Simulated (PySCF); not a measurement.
# CH₃BFN: NMR shifts at several levels of theory, part 2 of 2

PySCF 2.14.0. Atoms count from 0. Earlier steps stand in the parts before.

## (9) Nuclear shieldings: KT3/pcSseg-2

Job settings and geometry (Å):

```
{"job": {"kind": "nmr", "xc": "KT3", "basis": "pcSseg-2", "pop": false}, "charge": 0, "multiplicity": 1}
C      1.254425     0.295516    -1.005568
N      0.407414     0.101609    -0.257658
B     -0.755151    -0.195845     0.821563
F     -1.871725     0.478037     0.376125
H      2.053506     0.476820    -1.710073
H     -0.244248     0.239848     1.849407
H     -0.817890    -1.421061     0.775035
```

With the program's defaults for keys left out, this is: GIAO KT3/pcSseg-2 NMR shielding, non-relativistic, gas phase.

Output:

```text
coarse grid: 6184 points
cycle   1  E = -222.3985302178  dE =  3.469e-01  |g| = 7.644e-01  |ddm| = 1.847e+00
cycle   2  E = -218.6384183954  dE =  3.760e+00  |g| = 3.976e+00  |ddm| = 3.349e+00
cycle   3  E = -222.4200281909  dE = -3.782e+00  |g| = 6.660e-01  |ddm| = 3.250e+00
cycle   4  E = -222.4552269110  dE = -3.520e-02  |g| = 5.421e-01  |ddm| = 5.146e-01
cycle   5  E = -222.5133816407  dE = -5.815e-02  |g| = 9.530e-02  |ddm| = 2.534e-01
cycle   6  E = -222.5160947756  dE = -2.713e-03  |g| = 2.202e-02  |ddm| = 8.885e-02
cycle   7  E = -222.5161789546  dE = -8.418e-05  |g| = 6.744e-03  |ddm| = 2.161e-02
cycle   8  E = -222.5161925668  dE = -1.361e-05  |g| = 1.047e-03  |ddm| = 7.343e-03
cycle   9  E = -222.5161928840  dE = -3.172e-07  |g| = 2.462e-04  |ddm| = 1.390e-03
final grid: 61128 points
cycle  10  E = -222.5194883552  dE = -2.295e-04  |g| = 2.654e-02  |ddm| = 1.780e-01
cycle  11  E = -222.5192173635  dE =  2.710e-04  |g| = 4.937e-02  |ddm| = 3.908e-02
cycle  12  E = -222.5195834828  dE = -3.661e-04  |g| = 4.418e-03  |ddm| = 2.694e-02
cycle  13  E = -222.5195867292  dE = -3.246e-06  |g| = 2.288e-03  |ddm| = 2.820e-03
cycle  14  E = -222.5195878587  dE = -1.129e-06  |g| = 2.119e-04  |ddm| = 1.190e-03
cycle  15  E = -222.5195878680  dE = -9.296e-09  |g| = 6.715e-05  |ddm| = 2.411e-04
cycle  16  E = -222.5195878694  dE = -1.415e-09  |g| = 1.749e-05  |ddm| = 8.406e-05
cycle  17  E = -222.5195878695  dE = -9.311e-11  |g| = 2.868e-06  |ddm| = 1.981e-05
converged SCF energy = -222.5195878695

GIAO shielding tensors (ppm)
atom      isotropic    diamagn.    paramagn.     s11        s22        s33       span
  0 C       78.271     265.924    -187.653      9.034      9.059    216.720    207.685
  1 N       23.213     329.958    -306.745   -149.281   -126.459    345.380    494.661
  2 B      104.322     186.458     -82.136     91.948     97.147    123.871     31.922
  3 F      404.732     468.490     -63.759    331.358    340.971    541.866    210.507
  4 H       26.317      28.033      -1.716     22.345     23.059     33.546     11.201
  5 H       27.448      27.707      -0.259     25.051     28.004     29.289      4.237
  6 H       27.451      27.916      -0.465     25.056     28.003     29.293      4.237
```

Run time: 15 s. Hardware: 1 thread of Arm Neoverse V1, shared host; peak memory 0.7 GiB.

Key values: δ C0 103.0, N1 235.5, B2 -5.7, F3 -257.8, H4 5.04, H5 3.90 ppm (means over like atoms).

## (10) NMR shieldings: B97-D/pcSseg-2

Settings changed since step 9:

```diff
@@ -1,2 +1,2 @@
-{"job": {"kind": "nmr", "xc": "KT3", "basis": "pcSseg-2", "pop": false}, "charge": 0, "multiplicity": 1}
+{"job": {"kind": "nmr", "xc": "B97-D", "basis": "pcSseg-2", "pop": false}, "charge": 0, "multiplicity": 1}
 C      1.254425     0.295516    -1.005568
```

Method: GIAO B97-D/pcSseg-2 NMR shielding, non-relativistic, gas phase.

Output:

```text
coarse grid: 6184 points
cycle   1  E = -219.2218665095  dE =  3.165e-01  |g| = 7.000e-01  |ddm| = 1.850e+00
cycle   2  E = -216.8850249666  dE =  2.337e+00  |g| = 3.341e+00  |ddm| = 2.464e+00
cycle   3  E = -219.2601766811  dE = -2.375e+00  |g| = 5.443e-01  |ddm| = 2.295e+00
cycle   4  E = -219.2785592388  dE = -1.838e-02  |g| = 4.673e-01  |ddm| = 4.101e-01
cycle   5  E = -219.3199603863  dE = -4.140e-02  |g| = 9.278e-02  |ddm| = 2.116e-01
cycle   6  E = -219.3224853695  dE = -2.525e-03  |g| = 2.038e-02  |ddm| = 7.920e-02
cycle   7  E = -219.3225537408  dE = -6.837e-05  |g| = 6.314e-03  |ddm| = 1.873e-02
cycle   8  E = -219.3225659265  dE = -1.219e-05  |g| = 8.981e-04  |ddm| = 6.681e-03
cycle   9  E = -219.3225661577  dE = -2.312e-07  |g| = 2.330e-04  |ddm| = 1.127e-03
final grid: 61128 points
cycle  10  E = -219.3173219319  dE = -1.108e-04  |g| = 2.200e-02  |ddm| = 9.452e-02
cycle  11  E = -219.3171099952  dE =  2.119e-04  |g| = 4.275e-02  |ddm| = 3.149e-02
cycle  12  E = -219.3173803205  dE = -2.703e-04  |g| = 7.103e-03  |ddm| = 2.169e-02
cycle  13  E = -219.3173913078  dE = -1.099e-05  |g| = 1.631e-03  |ddm| = 3.711e-03
cycle  14  E = -219.3173917943  dE = -4.864e-07  |g| = 2.838e-04  |ddm| = 8.915e-04
cycle  15  E = -219.3173918157  dE = -2.144e-08  |g| = 6.604e-05  |ddm| = 3.001e-04
cycle  16  E = -219.3173918172  dE = -1.473e-09  |g| = 1.329e-05  |ddm| = 7.908e-05
cycle  17  E = -219.3173918172  dE = -5.508e-11  |g| = 2.493e-06  |ddm| = 1.597e-05
converged SCF energy = -219.3173918172

GIAO shielding tensors (ppm)
atom      isotropic    diamagn.    paramagn.     s11        s22        s33       span
  0 C       70.564     268.652    -198.088     -0.890     -0.421    213.002    213.892
  1 N       13.491     336.117    -322.626   -164.207   -138.684    343.363    507.570
  2 B      102.560     184.621     -82.060     89.712     95.144    122.825     33.113
  3 F      412.113     467.643     -55.530    332.555    354.752    549.031    216.477
  4 H       26.516      28.405      -1.889     22.756     23.424     33.366     10.610
  5 H       27.475      27.661      -0.185     25.092     28.066     29.268      4.176
  6 H       27.478      27.821      -0.343     25.097     28.065     29.272      4.175
```

It took 15 s on 1 thread of Arm Neoverse V1, shared host; peak memory 0.7 GiB.

Key values: δ C0 108.5, N1 244.4, B2 -6.2, F3 -257.9, H4 4.88, H5 3.92 ppm (means over like atoms).

## (11) NMR shieldings: B3LYP/pcSseg-2

Settings changed since step 10:

```diff
@@ -1,2 +1,2 @@
-{"job": {"kind": "nmr", "xc": "B97-D", "basis": "pcSseg-2", "pop": false}, "charge": 0, "multiplicity": 1}
+{"job": {"kind": "nmr", "xc": "B3LYP", "basis": "pcSseg-2", "pop": false}, "charge": 0, "multiplicity": 1}
 C      1.254425     0.295516    -1.005568
```

Method: GIAO B3LYP/pcSseg-2 NMR shielding, non-relativistic, gas phase.

Output:

```text
coarse grid: 6184 points
cycle   1  E = -219.3727010954  dE =  3.258e-01  |g| = 6.267e-01  |ddm| = 1.782e+00
cycle   2  E = -219.1504824060  dE =  2.222e-01  |g| = 1.273e+00  |ddm| = 1.189e+00
cycle   3  E = -219.4514980888  dE = -3.010e-01  |g| = 1.647e-01  |ddm| = 8.228e-01
cycle   4  E = -219.4541182695  dE = -2.620e-03  |g| = 1.133e-01  |ddm| = 1.190e-01
cycle   5  E = -219.4566703179  dE = -2.552e-03  |g| = 1.258e-02  |ddm| = 5.139e-02
cycle   6  E = -219.4567084225  dE = -3.810e-05  |g| = 2.413e-03  |ddm| = 1.062e-02
cycle   7  E = -219.4567097578  dE = -1.335e-06  |g| = 5.234e-04  |ddm| = 2.336e-03
final grid: 61128 points
cycle   8  E = -219.4600060797  dE = -7.386e-05  |g| = 3.550e-03  |ddm| = 3.686e-02
cycle   9  E = -219.4600052809  dE =  7.988e-07  |g| = 4.159e-03  |ddm| = 4.618e-03
cycle  10  E = -219.4600077850  dE = -2.504e-06  |g| = 7.934e-04  |ddm| = 2.320e-03
cycle  11  E = -219.4600078494  dE = -6.439e-08  |g| = 3.696e-04  |ddm| = 5.236e-04
cycle  12  E = -219.4600078718  dE = -2.246e-08  |g| = 1.717e-04  |ddm| = 2.345e-04
cycle  13  E = -219.4600078778  dE = -5.981e-09  |g| = 4.034e-05  |ddm| = 1.023e-04
cycle  14  E = -219.4600078782  dE = -3.666e-10  |g| = 4.217e-06  |ddm| = 2.644e-05
converged SCF energy = -219.4600078782

GIAO shielding tensors (ppm)
atom      isotropic    diamagn.    paramagn.     s11        s22        s33       span
  0 C       67.563     266.394    -198.831    -10.174     -9.050    221.913    232.087
  1 N        6.688     336.233    -329.545   -182.233   -155.774    358.072    540.306
  2 B      102.178     182.750     -80.572     89.590     95.813    121.132     31.542
  3 F      415.380     467.783     -52.403    342.132    358.785    545.224    203.092
  4 H       26.749      28.006      -1.256     22.862     23.309     34.077     11.215
  5 H       27.661      27.676      -0.015     25.249     28.289     29.445      4.195
  6 H       27.664      27.812      -0.148     25.254     28.289     29.449      4.195
```

Run time: 8.9 s. Hardware: 1 thread of Arm Neoverse V1, shared host; peak memory 0.82 GiB.

This run: δ C0 111.6, N1 251.8, B2 -5.8, F3 -245.6, H4 4.64, H5 3.73 ppm (means over like atoms).

## (12) Comparing the runs: NMR shifts

Shifts (ppm), means over like atoms, with basis size and wall time:

```
           run     C0    H4    H5     N1    B2      F3  functions   time
   HF/pcSseg-2  116.9  4.70  3.07  235.4  -2.7  -187.2        186  4.5 s
  LDA/pcSseg-2  120.3  4.99  4.27  269.7  -7.7  -279.1        186   12 s
  PBE/pcSseg-2  112.7  4.91  4.10  256.1  -7.4  -267.3        186   15 s
 BLYP/pcSseg-2  109.8  4.88  3.99  256.0  -7.0  -264.6        186   15 s
 BP86/pcSseg-2  112.2  4.91  4.06  253.1  -7.3  -268.2        186   14 s
 OPBE/pcSseg-2  110.4  4.92  4.05  246.0  -6.8  -255.9        186   14 s
  KT2/pcSseg-2  105.3  5.12  4.04  238.4  -6.1  -270.3        186   15 s
  KT3/pcSseg-2  103.0  5.04  3.90  235.5  -5.7  -257.8        186   15 s
B97-D/pcSseg-2  108.5  4.88  3.92  244.4  -6.2  -257.9        186   15 s
B3LYP/pcSseg-2  111.6  4.64  3.73  251.8  -5.8  -245.6        186  8.9 s
```

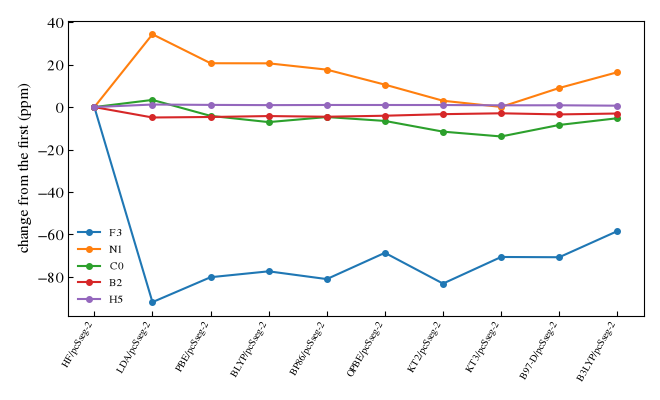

How five of the tabulated atoms move from run to run.

## (13) Summary of results

This closing draws on all 2 parts.

| quantity | value |
| --- | --- |
| ¹³C shifts against TMS (HF/pcSseg-2) | 116.9 ppm |
| ¹H shifts against TMS (HF/pcSseg-2, means over atoms taken as alike) | 4.70, 3.07 ppm |
| ¹⁵N shifts against NH3 (HF/pcSseg-2) | 235.4 ppm |
| ¹¹B shifts against BF3·OEt2 (HF/pcSseg-2) | -2.7 ppm |
| ¹⁹F shifts against CFCl3 (HF/pcSseg-2) | -187.2 ppm |
| range of the shift of F3 | -279.1 to -187.2 ppm |

Single values in the summary come from the first sound run of each kind (HF/pcSseg-2), which need not be the best level. At HF/pcSseg-2: Shielding is most anisotropic at N1 (span 546 ppm, paramagnetic term -319 ppm). Across the 10 runs the shift of F3 moves most, between -279.1 (LDA/pcSseg-2) and -187.2 ppm (HF/pcSseg-2). Most of that comes from the computed reference, not from the atom's own shielding.
